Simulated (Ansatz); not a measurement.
```yaml
atoms:
  - { symbol: C, position_ang: [0.7396, 1.2309, 0.8883] }
  - { symbol: Si, position_ang: [-0.5788, -1.7554, 1.7710] }
  - { symbol: Te, position_ang: [0.3643, 0.1774, 2.7403] }
  - { symbol: H, position_ang: [0.1754, 2.1703, 0.9443] }
  - { symbol: H, position_ang: [0.4163, 0.6296, 0.0306] }
  - { symbol: H, position_ang: [1.8198, 1.4197, 0.8506] }
  - { symbol: H, position_ang: [-0.7208, -1.8777, 0.2999] }
  - { symbol: H, position_ang: [-1.0303, -2.8529, 2.6566] }
```

Geometry: PBE0-D3(BJ)/def2-SVP; core potentials replace the inner electrons of Te.

All numbers below come from Ansatz, isolated molecule in a Gaussian basis; Kohn-Sham density functional theory, functional PBE0.

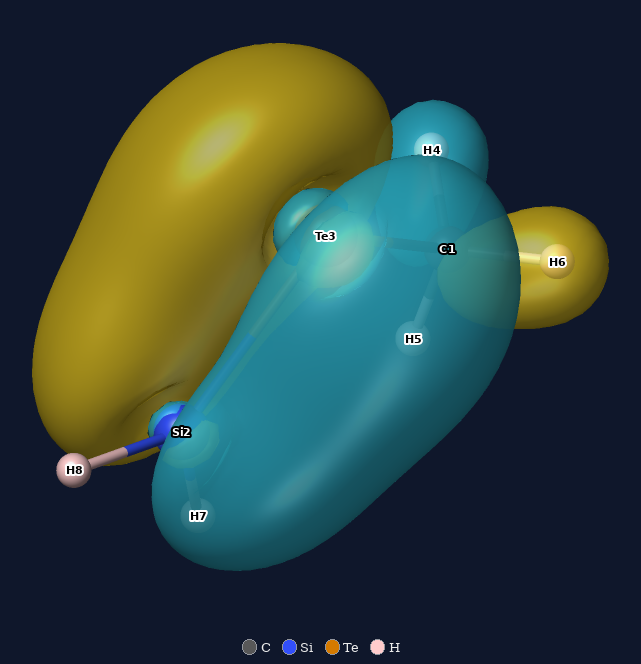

CH5SiTe (SMILES C[Te+]=[SiH2]) (charge +1). One frontier orbital at ±0.08 Å⁻³ᐟ² (yellow and cyan are the two phases), seen at an oblique angle.

Q: Which orbital is it: HOMO or LUMO?

A: The HOMO, at −12.51 eV. It lies mainly on Te3 (about 65 %) and Si2 (about 25 %).
